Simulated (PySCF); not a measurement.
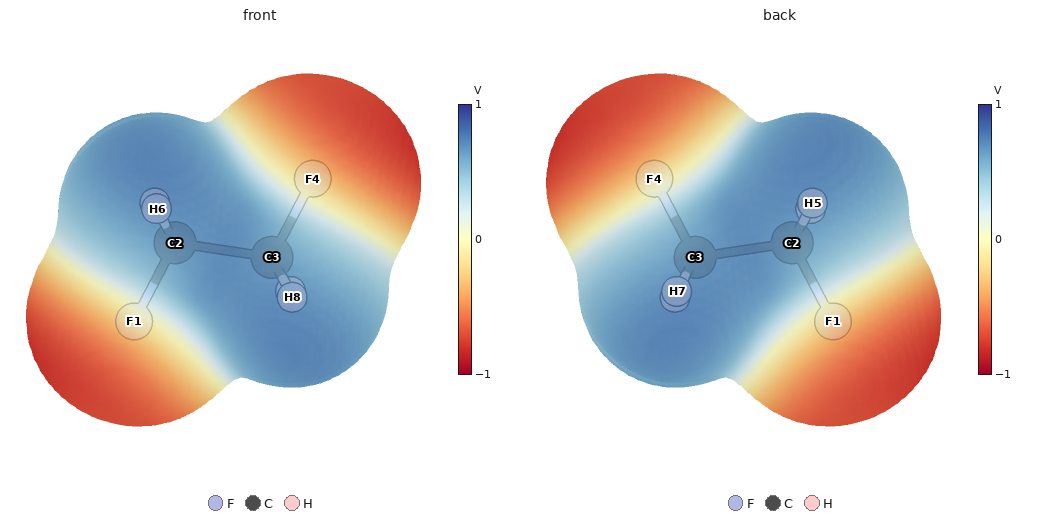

*C2H4F2 (SMILES FCCF). The molecular electrostatic potential painted on the density surface at 0.001 e/bohr³, seen from the front and from behind; red is negative and blue positive.*

Geometry: PBE0-D3(BJ)/def2-SVP.

Level of theory: PySCF 2.14.0, PBE0/pcSseg-1, SCF density, gas phase, non-relativistic.

```xyz
8

F    -1.2299   -0.8362    0.9433
C    -0.7509    0.0697    0.0365
C     0.7531   -0.0675   -0.0429
F     1.2325    0.8405   -0.9473
H    -1.2042   -0.1215   -0.9509
H    -1.0245    1.0901    0.3544
H     1.0270   -1.0871   -0.3629
H     1.2059    0.1215    0.9453
```

Q: Where is the surface potential most negative and most positive?

A: The most negative region (about −0.8 V) lies over F1 and F4, the most positive (about +0.7 V) over the C and H atoms.
